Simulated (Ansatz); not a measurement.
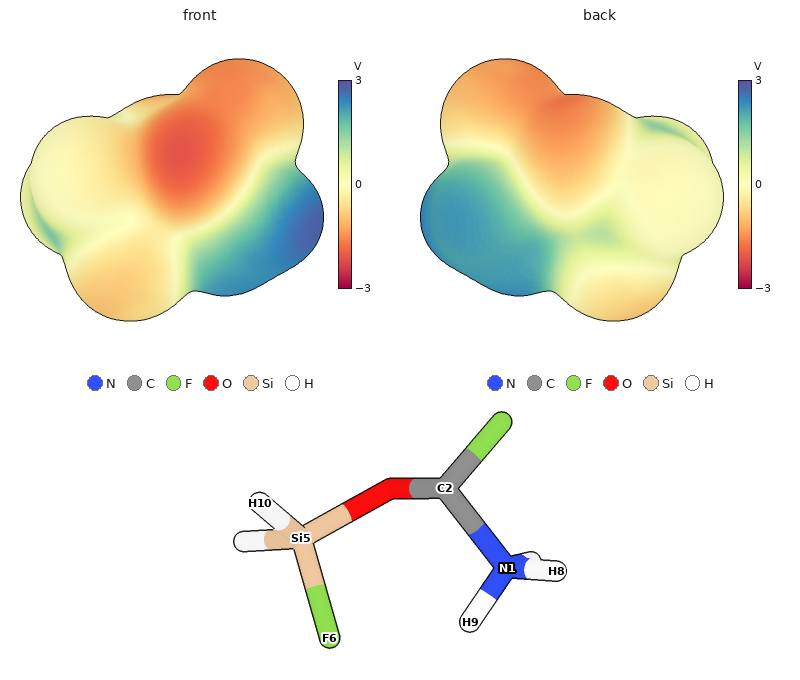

Figure 1: CH5F2NOSi. The molecular electrostatic potential painted on the density surface at 0.002 e/bohr³, seen from the front and from behind; the colour scale runs from red (negative) to blue (positive). The bare structure is drawn below in the same view.

Level of theory: Ansatz 0.2.0, RKS B3LYP-D4/def2-SVP.

| atom | x (Å) | y (Å) | z (Å) |
| --- | --- | --- | --- |
| N | -0.3557 | -1.4966 | 0.6691 |
| C | 0.6578 | -0.2471 | 0.8097 |
| F | 1.7543 | -0.9223 | 1.3006 |
| O | 0.9525 | -0.0354 | -0.5622 |
| Si | 0.0001 | 1.2482 | -1.0282 |
| F | -1.5559 | 0.7135 | -0.9129 |
| H | 0.0365 | -2.2499 | 0.0765 |
| H | -0.5717 | -1.8647 | 1.5988 |
| H | -1.2113 | -1.1308 | 0.2360 |
| H | 0.1349 | 2.4729 | -0.2173 |
| H | 0.2597 | 1.4671 | -2.4718 |

Question: Which sites attract a positive test charge, and which a negative one?

Answer: A positive charge is drawn to the negative regions and a negative charge to the positive ones. The most negative region (about −2.1 V) lies over C2, the most positive (about +2.7 V) over H8.
